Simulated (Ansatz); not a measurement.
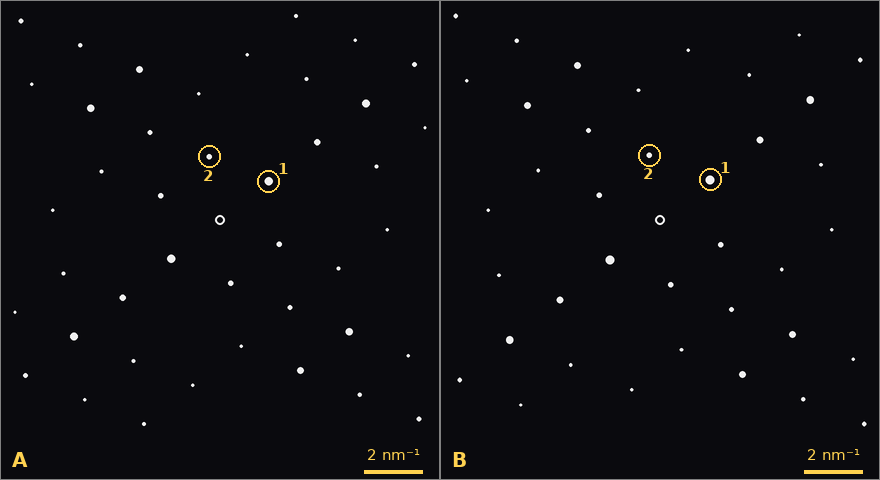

Kinematic electron diffraction patterns (200 kV, B = 0.5 Å², same scale) along [011] of the run's own cell, for the start and the end of one relaxation of Cs2Cd with Ansatz, DFT PBE, scalar-relativistic, plane waves, PAW. k mesh 12×12×2. The start is a generated model structure, and the relaxation ends in the nearest stationary point of its symmetry, not necessarily the ground state. Spot 1 is -1 0 0 and spot 2 is 0 -1 1 in both.

Start structure:

```yaml
crystal:
  lattice:
    - [5.17250, 0.00000, 0.00000]
    - [-2.58625, 4.47951, 0.00000]
    - [0.00000, 0.00000, 19.82563]
  atoms:
    - { symbol: Cs, position: [0.33333, 0.66667, 0.61649] }
    - { symbol: Cs, position: [0.66667, 0.33333, 0.11649] }
    - { symbol: Cs, position: [0.33333, 0.66667, 0.88351] }
    - { symbol: Cs, position: [0.66667, 0.33333, 0.38351] }
    - { symbol: Cd, position: [0.33333, 0.66667, 0.25000] }
    - { symbol: Cd, position: [0.66667, 0.33333, 0.75000] }
```

Question: Which pattern belongs to the start structure, and which to the relaxed one?

Answer: B is the start: its cell gives d(1) = 4.480 Å, d(2) = 4.369 Å and an angle of 60.8°. A is the relaxed structure, with d(1) = 4.613 Å (+3.0 %), d(2) = 4.484 Å (+2.6 %) and 60.9°.

Question: Summarise the relaxation behind the change.

Answer: The volume changed by +2.1 % to 78.19 Å³ an atom; the fractional coordinates hardly changed; the space group stayed P6_3/mmc (No. 194); the free energy fell by 3.3 meV an atom. Relaxed cell: a = 5.327 Å, b = 5.327 Å, c = 19.088 Å, α = 90.00°, β = 90.00°, γ = 120.00°.
